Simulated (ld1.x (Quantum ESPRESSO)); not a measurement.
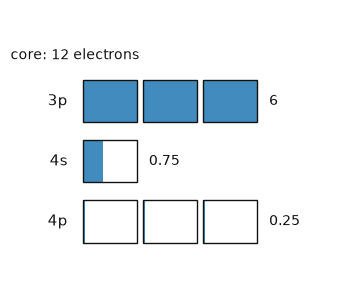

The valence shells of the reference configuration: a box for each of the 2l + 1 orbitals, shaded by the share of the shell that is filled, with the electron count at the right.

# Pseudopotential generation, with input and output: K

Potassium (K, Z = 19), core [Ne] 3s2, reference valence 3p6 4s0.75 4p0.25, valence charge 7. Computed at this level: TM semilocal potential, PBEsol, scalar-relativistic, made with ld1.x (Quantum ESPRESSO) 7.5.

## The input
```
 &input
   title='K', zed=19., rel=1, dft='PBESOL', iswitch=3,
   config='[Ar] 3d-2 4s0.75 4p0.25',
   nld=3, rlderiv=4.95, eminld=-3.0, emaxld=5.0, deld=0.02
 /
 &inputp
   pseudotype=1, tm=.true., lloc=2,
   nlcc=.true., new_core_ps=.true., rcore=1.70,
   file_pseudopw='K.pp', file_wfcaegen='ae.wfc', file_wfcncgen='nc.wfc'
 /
3
4S  1  0   0.75   0.00  4.46  4.46  0.0
3P  2  1   6.00   0.00  1.96  1.96  0.0
3D  3  2  -2.00  -0.10  4.58  4.58  0.0
 &test
   configts(1)='3p6 4s0.75 4p0.25'
 /
```

## Input of the test run
```
 &input
   title='K', zed=19., rel=1, dft='PBESOL', iswitch=2,
   config='[Ar] 3d-2 4s0.75 4p0.25'
 /
 &test
   file_pseudo='K.pp', nconf=6,
   configts(1)='3p6 4s0.75 4p0.25',
   configts(2)='3p6 4s1 4p0',
   configts(3)='3p6 4s0 4p0',
   configts(4)='3p6 4s0.5 4p0',
   configts(5)='3p5 4s1 4p0',
   configts(6)='3p6 4s0 4p1'
 /
```

Hardware: 1 CPU thread, shared host.

Run as:
```bash
ld1.x < K.in > K.out
```

## Output
```
     Program LD1 v.7.5
     --------------------------- All-electron run ----------------------------

     K
     scalar relativistic calculation

     atomic number is 19.00
     dft =PBESOL   lsd =0 sic =0 latt =0  beta=0.20 tr2=1.0E-14
     Exchange-correlation= PBESOL
                           (   1   4  10   8   0   0   0)
     mesh =1165 r(mesh) = 100.03909 a.u. xmin = -7.00 dx = 0.01250
     1 Ry =  13.60569312 eV, c = 137.03599908

     n l     nl                  e(Ry)          e(Ha)          e(eV)
     1 0     1S 1( 2.00)      -258.5390      -129.2695     -3517.6018
     2 0     2S 1( 2.00)       -25.9634       -12.9817      -353.2500
     2 1     2P 1( 6.00)       -20.6009       -10.3004      -280.2891
     3 0     3S 1( 2.00)        -2.6204        -1.3102       -35.6526
     3 1     3P 1( 6.00)        -1.4095        -0.7048       -19.1775
     4 0     4S 1( 0.75)        -0.1817        -0.0908        -2.4719
     4 1     4P 1( 0.25)        -0.0707        -0.0354        -0.9626

     final scf error:  4.4E-15 reached in  26 iterations

     Etot =   -1202.542564 Ry,    -601.271282 Ha,  -16361.425096 eV

     Ekin =    1209.564512 Ry,     604.782256 Ha,   16456.963565 eV
     Encl =   -2863.083582 Ry,   -1431.541791 Ha,  -38954.236597 eV
     Eh   =     516.018964 Ry,     258.009482 Ha,    7020.795666 eV
     Exc  =     -65.042458 Ry,     -32.521229 Ha,    -884.947730 eV

     normalization and overlap integrals

     s(1S/1S) =  1.000000  <r> =   0.0811  <r2> =    0.0089  r(max) =   0.0533
     s(2S/2S) =  1.000000  <r> =   0.3881  <r2> =    0.1786  r(max) =   0.3184
     s(2P/2P) =  1.000000  <r> =   0.3508  <r2> =    0.1527  r(max) =   0.2640
     s(3S/3S) =  1.000000  <r> =   1.2694  <r2> =    1.8670  r(max) =   1.0839
     s(3P/3P) =  1.000000  <r> =   1.4338  <r2> =    2.4452  r(max) =   1.1538
     s(4S/4S) =  1.000000  <r> =   5.0211  <r2> =   29.1314  r(max) =   4.1810
     s(4P/4P) =  1.000000  <r> =   7.0436  <r2> =   57.6392  r(max) =   5.7867

     ------------------------ End of All-electron run ------------------------

     --------------------- Generating NC pseudopotential ---------------------

      Generating local pot.: lloc=2, matching radius rcloc =   4.5800

      Computing core charge for nlcc:

       r > 1.72 : true rho core
      Core charge pseudized with two Bessel functions
      Integrated core pseudo-charge :   2.84

      Wfc   4S  rcut= 4.507  Using Troullier-Martins method

      Wfc   3P  rcut= 1.975  Using Troullier-Martins method

     ------------------- End of pseudopotential generation -------------------

     --------------------------- All-electron run ----------------------------

     K
     scalar relativistic calculation

     atomic number is 19.00
     dft =PBESOL   lsd =0 sic =0 latt =0  beta=0.20 tr2=1.0E-14
     Exchange-correlation= PBESOL
                           (   1   4  10   8   0   0   0)
     mesh =1165 r(mesh) = 100.03909 a.u. xmin = -7.00 dx = 0.01250
     1 Ry =  13.60569312 eV, c = 137.03599908

     n l     nl                  e(Ry)          e(Ha)          e(eV)
     1 0     1S 1( 2.00)      -258.5390      -129.2695     -3517.6018
     2 0     2S 1( 2.00)       -25.9634       -12.9817      -353.2500
     2 1     2P 1( 6.00)       -20.6009       -10.3004      -280.2891
     3 0     3S 1( 2.00)        -2.6204        -1.3102       -35.6526
     3 1     3P 1( 6.00)        -1.4095        -0.7048       -19.1775
     4 0     4S 1( 0.75)        -0.1817        -0.0908        -2.4719
     4 1     4P 1( 0.25)        -0.0707        -0.0354        -0.9626

     final scf error:  4.4E-15 reached in  26 iterations

     Etot =   -1202.542564 Ry,    -601.271282 Ha,  -16361.425096 eV

     Ekin =    1209.564512 Ry,     604.782256 Ha,   16456.963565 eV
     Encl =   -2863.083582 Ry,   -1431.541791 Ha,  -38954.236597 eV
     Eh   =     516.018964 Ry,     258.009482 Ha,    7020.795666 eV
     Exc  =     -65.042458 Ry,     -32.521229 Ha,    -884.947730 eV

     normalization and overlap integrals

     s(1S/1S) =  1.000000  <r> =   0.0811  <r2> =    0.0089  r(max) =   0.0533
     s(2S/2S) =  1.000000  <r> =   0.3881  <r2> =    0.1786  r(max) =   0.3184
     s(2P/2P) =  1.000000  <r> =   0.3508  <r2> =    0.1527  r(max) =   0.2640
     s(3S/3S) =  1.000000  <r> =   1.2694  <r2> =    1.8670  r(max) =   1.0839
     s(3P/3P) =  1.000000  <r> =   1.4338  <r2> =    2.4452  r(max) =   1.1538
     s(4S/4S) =  1.000000  <r> =   5.0211  <r2> =   29.1314  r(max) =   4.1810
     s(4P/4P) =  1.000000  <r> =   7.0436  <r2> =   57.6392  r(max) =   5.7867

     ------------------------ End of All-electron run ------------------------

     Computing logarithmic derivative in   4.94972
     Computing logarithmic derivative in   4.94972
     Computing the partial wave expansion
     R is outside the sphere for l=    0 j= 0.00
     R is outside the sphere for l=    1 j= 0.00
       no projector for channel:   2

     ---------------------- Testing the pseudopotential ----------------------

     K
     scalar relativistic calculation

     atomic number is 19.00   valence charge is  7.00
     dft =PBESOL   lsd =0 sic =0 latt =0  beta=0.20 tr2=1.0E-14
     mesh =1165 r(mesh) = 100.03909 xmin = -7.00 dx = 0.01250

     n l     nl             e AE (Ry)        e PS (Ry)    De AE-PS (Ry)
     2 1     3P   1( 6.00)       -1.40952       -1.40952        0.00000
     1 0     4S   1( 0.75)       -0.18168       -0.18168        0.00000
     3 1     4P   1( 0.25)       -0.07075       -0.07094        0.00020

     eps = 5.0E-15  iter = 11

     Etot =   -1202.542564 Ry,    -601.271282 Ha,  -16361.425096 eV
     Etotps =   -35.197979 Ry,     -17.598989 Ha,    -478.892895 eV

     Ekin =      17.044213 Ry,       8.522107 Ha,     231.898333 eV
     Encl =     -60.889224 Ry,     -30.444612 Ha,    -828.440092 eV
     Ehrt =      25.427081 Ry,      12.713541 Ha,     345.953066 eV
     Ecxc =      -9.383912 Ry,      -4.691956 Ha,    -127.674629 eV
     (Ecc =      -2.263038 Ry,      -1.131519 Ha,     -30.790201 eV)
     Epseu=      -7.396137 Ry,      -3.698069 Ha,    -100.629573 eV

     ---------------------- End of pseudopotential test ----------------------
```

## Output of the test run (extracts)
```
     ---------------------- Testing the pseudopotential ----------------------

     K
     scalar relativistic calculation

     atomic number is 19.00   valence charge is  7.00
     dft =PBESOL   lsd =0 sic =0 latt =0  beta=0.20 tr2=1.0E-14
     mesh =1165 r(mesh) = 100.03909 xmin = -7.00 dx = 0.01250

     n l     nl             e AE (Ry)        e PS (Ry)    De AE-PS (Ry)
     2 1     3P   1( 6.00)       -1.40952       -1.40952        0.00000
     1 0     4S   1( 0.75)       -0.18168       -0.18168        0.00000
     3 1     4P   1( 0.25)       -0.07075       -0.07094        0.00020

     eps = 5.0E-16  iter = 14

     Etot =   -1202.542564 Ry,    -601.271282 Ha,  -16361.425096 eV
     Etotps =   -35.197978 Ry,     -17.598989 Ha,    -478.892881 eV

     Ekin =      17.053882 Ry,       8.526941 Ha,     232.029879 eV
     Encl =     -60.889224 Ry,     -30.444612 Ha,    -828.440095 eV
     Ehrt =      25.427082 Ry,      12.713541 Ha,     345.953069 eV
     Ecxc =      -9.383912 Ry,      -4.691956 Ha,    -127.674630 eV
     (Ecc =      -2.263038 Ry,      -1.131519 Ha,     -30.790201 eV)
     Epseu=      -7.405805 Ry,      -3.702902 Ha,    -100.761105 eV

     ---------------------- End of pseudopotential test ----------------------

     ---------------------- Testing the pseudopotential ----------------------

     K
     scalar relativistic calculation

     atomic number is 19.00   valence charge is  7.00
     dft =PBESOL   lsd =0 sic =0 latt =0  beta=0.20 tr2=1.0E-14
     mesh =1165 r(mesh) = 100.03909 xmin = -7.00 dx = 0.01250

     n l     nl             e AE (Ry)        e PS (Ry)    De AE-PS (Ry)
     2 1     3P   1( 6.00)       -1.38156       -1.38353        0.00197
     1 0     4S   1( 1.00)       -0.16913       -0.16990        0.00077
     3 1     4P   1( 0.00)       -0.05841       -0.06038        0.00197

     eps = 7.4E-15  iter = 14

     Etot =   -1202.570258 Ry,    -601.285129 Ha,  -16361.801890 eV
     Etotps =   -35.225509 Ry,     -17.612754 Ha,    -479.267465 eV
     dEtot_ae =      -0.027694 Ry
     dEtot_ps =      -0.027531 Ry,   Delta E=      -0.000162 Ry

     Ekin =      17.010930 Ry,       8.505465 Ha,     231.445498 eV
     Encl =     -61.081320 Ry,     -30.540660 Ha,    -831.053701 eV
     Ehrt =      25.600181 Ry,      12.800091 Ha,     348.308211 eV
     Ecxc =      -9.398757 Ry,      -4.699378 Ha,    -127.876601 eV
     (Ecc =      -2.263038 Ry,      -1.131519 Ha,     -30.790201 eV)
     Epseu=      -7.356543 Ry,      -3.678272 Ha,    -100.090873 eV

     ---------------------- End of pseudopotential test ----------------------

     ---------------------- Testing the pseudopotential ----------------------

     K
     scalar relativistic calculation

     atomic number is 19.00   valence charge is  7.00
     dft =PBESOL   lsd =0 sic =0 latt =0  beta=0.20 tr2=1.0E-14
     mesh =1165 r(mesh) = 100.03909 xmin = -7.00 dx = 0.01250

     n l     nl             e AE (Ry)        e PS (Ry)    De AE-PS (Ry)
     2 1     3P   1( 6.00)       -1.82492       -1.82553        0.00061
     1 0     4S   1( 0.00)       -0.44603       -0.47079        0.02476  !
     3 1     4P   1( 0.00)       -0.26939       -0.31311        0.04372  !

     eps = 8.4E-15  iter = 14

     Etot =   -1202.260299 Ry,    -601.130150 Ha,  -16357.584684 eV
     Etotps =   -34.908765 Ry,     -17.454383 Ha,    -474.957946 eV
     dEtot_ae =       0.282265 Ry
     dEtot_ps =       0.289212 Ry,   Delta E=      -0.006947 Ry

     Ekin =      17.027849 Ry,       8.513924 Ha,     231.675685 eV
     Encl =     -57.937372 Ry,     -28.968686 Ha,    -788.278100 eV
     Ehrt =      22.749669 Ry,      11.374835 Ha,     309.525021 eV
     Ecxc =      -9.182179 Ry,      -4.591089 Ha,    -124.929903 eV
     (Ecc =      -2.263038 Ry,      -1.131519 Ha,     -30.790201 eV)
     Epseu=      -7.566733 Ry,      -3.783367 Ha,    -102.950649 eV

     ---------------------- End of pseudopotential test ----------------------

     ---------------------- Testing the pseudopotential ----------------------

     K
     scalar relativistic calculation

     atomic number is 19.00   valence charge is  7.00
     dft =PBESOL   lsd =0 sic =0 latt =0  beta=0.20 tr2=1.0E-14
     mesh =1165 r(mesh) = 100.03909 xmin = -7.00 dx = 0.01250

     n l     nl             e AE (Ry)        e PS (Ry)    De AE-PS (Ry)
     2 1     3P   1( 6.00)       -1.58723       -1.58912        0.00189
     1 0     4S   1( 0.50)       -0.30858       -0.31514        0.00656  !
     3 1     4P   1( 0.00)       -0.17176       -0.18220        0.01044  !

     eps = 7.5E-15  iter = 16

     Etot =   -1202.451145 Ry,    -601.225572 Ha,  -16360.181273 eV
     Etotps =   -35.104681 Ry,     -17.552340 Ha,    -477.623512 eV
     dEtot_ae =       0.091419 Ry
     dEtot_ps =       0.093297 Ry,   Delta E=      -0.001878 Ry

     Ekin =      17.009903 Ry,       8.504952 Ha,     231.431527 eV
     Encl =     -59.630636 Ry,     -29.815318 Ha,    -811.316139 eV
     Ehrt =      24.230584 Ry,      12.115292 Ha,     329.673893 eV
     Ecxc =      -9.291221 Ry,      -4.645611 Ha,    -126.413507 eV
     (Ecc =      -2.263038 Ry,      -1.131519 Ha,     -30.790201 eV)
     Epseu=      -7.423311 Ry,      -3.711655 Ha,    -100.999285 eV

     ---------------------- End of pseudopotential test ----------------------

     ---------------------- Testing the pseudopotential ----------------------

     K
     scalar relativistic calculation

     atomic number is 19.00   valence charge is  7.00
     dft =PBESOL   lsd =0 sic =0 latt =0  beta=0.20 tr2=1.0E-14
     mesh =1165 r(mesh) = 100.03909 xmin = -7.00 dx = 0.01250

     n l     nl             e AE (Ry)        e PS (Ry)    De AE-PS (Ry)
     2 1     3P   1( 5.00)       -2.30532       -2.30297       -0.00235
     1 0     4S   1( 1.00)       -0.63110       -0.62995       -0.00115
     3 1     4P   1( 0.00)       -0.42319       -0.42338        0.00020

     eps = 3.1E-15  iter = 16

     Etot =   -1200.740419 Ry,    -600.370209 Ha,  -16336.905655 eV
     Etotps =   -33.392096 Ry,     -16.696048 Ha,    -454.322611 eV
     dEtot_ae =       1.802146 Ry
     dEtot_ps =       1.805882 Ry,   Delta E=      -0.003736 Ry

     Ekin =      15.502589 Ry,       7.751295 Ha,     210.923473 eV
     Encl =     -53.827058 Ry,     -26.913529 Ha,    -732.354433 eV
     Ehrt =      19.893988 Ry,       9.946994 Ha,     270.671491 eV
     Ecxc =      -8.485884 Ry,      -4.242942 Ha,    -115.456334 eV
     (Ecc =      -2.263038 Ry,      -1.131519 Ha,     -30.790201 eV)
     Epseu=      -6.475731 Ry,      -3.237865 Ha,     -88.106808 eV

     ---------------------- End of pseudopotential test ----------------------

     ---------------------- Testing the pseudopotential ----------------------

     K
     scalar relativistic calculation

     atomic number is 19.00   valence charge is  7.00
     dft =PBESOL   lsd =0 sic =0 latt =0  beta=0.20 tr2=1.0E-14
     mesh =1165 r(mesh) = 100.03909 xmin = -7.00 dx = 0.01250

     n l     nl             e AE (Ry)        e PS (Ry)    De AE-PS (Ry)
     2 1     3P   1( 6.00)       -1.49023       -1.48543       -0.00479
     1 0     4S   1( 0.00)       -0.21396       -0.21327       -0.00069
     3 1     4P   1( 1.00)       -0.10042       -0.09737       -0.00305

     eps = 1.1E-15  iter = 14

     Etot =   -1202.458727 Ry,    -601.229363 Ha,  -16360.284429 eV
     Etotps =   -35.113222 Ry,     -17.556611 Ha,    -477.739718 eV
     dEtot_ae =       0.083837 Ry
     dEtot_ps =       0.084756 Ry,   Delta E=      -0.000918 Ry

     Ekin =      17.203114 Ry,       8.601557 Ha,     234.060294 eV
     Encl =     -60.319094 Ry,     -30.159547 Ha,    -820.683086 eV
     Ehrt =      24.930504 Ry,      12.465252 Ha,     339.196791 eV
     Ecxc =      -9.348203 Ry,      -4.674102 Ha,    -127.188783 eV
     (Ecc =      -2.263038 Ry,      -1.131519 Ha,     -30.790201 eV)
     Epseu=      -7.579543 Ry,      -3.789771 Ha,    -103.124934 eV

     ---------------------- End of pseudopotential test ----------------------
```

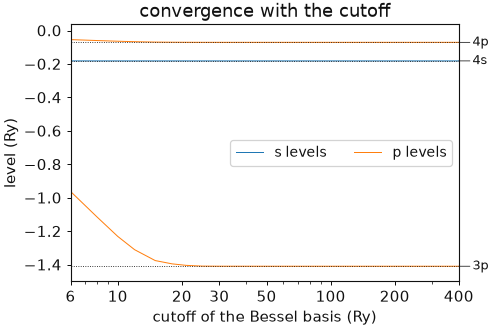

The pseudo-atom Hamiltonian at the reference potential is diagonalised in spherical Bessel functions (20 bohr box) up to the cutoff. Curves: the lowest levels of each channel that holds a bound state. Dotted lines: the all-electron valence levels.

- Ghost states: no ghost state below the valence levels in the s, p, d channels. The curves of the valence states settle on the dotted lines.
- All-electron valence levels: 4s: -0.18 Ry; 3p: -1.41 Ry; 4p: -0.07 Ry.

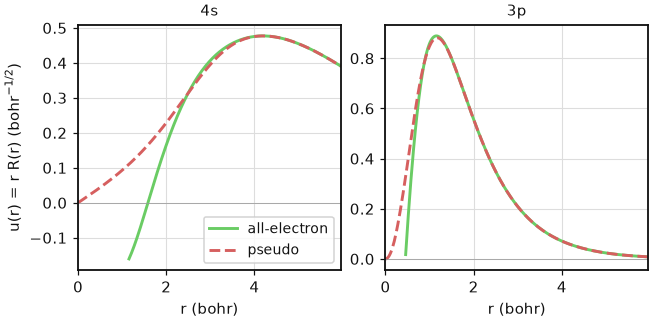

All-electron valence functions (solid) with their pseudo partners (dashed). The innermost oscillations of some all-electron curves aren't drawn. Reference configuration 3p6 4s0.75 4p0.25.

- Matching radii: 4s at 4.46 bohr; 3p at 1.96 bohr. The curves merge smoothly, so the plot gives these only roughly.
- Nodes of the pseudo-waves: 4s has no node; 3p has no node.
- Cutoffs needed: 25 Ry (loose) and 35 Ry (tight), as the cutoffs, on a coarse ladder, from which the occupation-weighted sum of valence levels, in a spherical-Bessel basis at the reference potential, stays within 10 and 1 mRy of its value at 400 Ry.

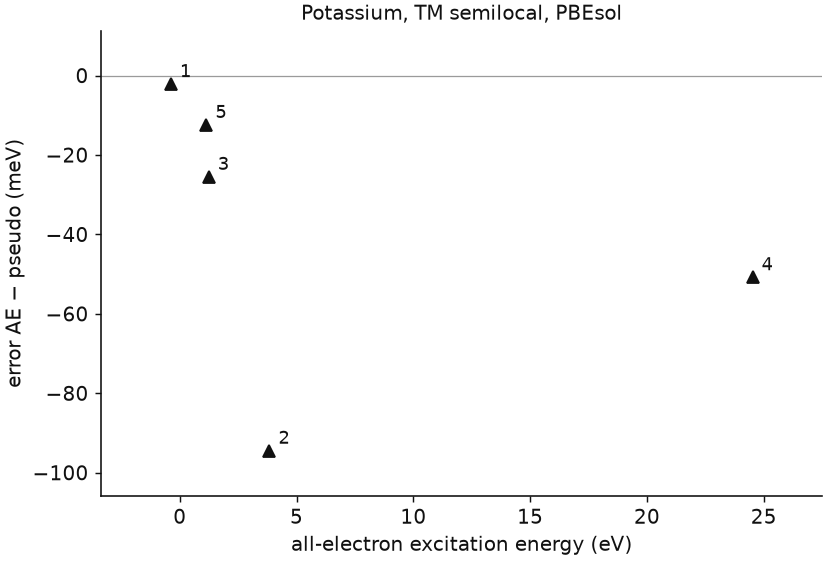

Errors, all-electron minus pseudo, of the energies of valence configurations relative to the unpolarised reference 3p6 4s0.75 4p0.25. Points: 1 = 3p6 4s1 4p0; 2 = 3p6 4s0 4p0; 3 = 3p6 4s0.5 4p0; 4 = 3p5 4s1 4p0; 5 = 3p6 4s0 4p1.

- Worst configuration: 3p6 4s0 4p0 (charge +1): the error is -95 meV on an all-electron energy of +3.84 eV relative to the reference, or 2.5 %.
- Errors in meV: 3p6 4s1 4p0: -2.2; 3p6 4s0 4p0: -95; 3p6 4s0.5 4p0: -26; 3p5 4s1 4p0: -51; 3p6 4s0 4p1: -12.

## Results in brief

- outcome: generated
- cutoffs needed: 25 Ry and 35 Ry (the cutoffs, on a coarse ladder, from which the occupation-weighted sum of valence levels, in a spherical-Bessel basis at the reference potential, stays within 10 and 1 mRy of its value at 400 Ry); ghost states and empty shells don't enter this sum
- ghost test: no ghost state below the valence levels in the s, p, d channels (spherical-Bessel basis up to 400 Ry, 20 bohr box)
- largest excitation error: -95 meV (all-electron minus pseudo) for 3p6 4s0 4p0, out of 5 test configurations
- range over which the phases arctan(r u′/u) at the test radius agree within 0.05 rad (a looser test near the poles than one of phase shifts): s: between about -2.6 and 0.5 Ry; p: up to about 1.4 Ry; d: up to about 0.0 Ry
- wall time: 0.73 s
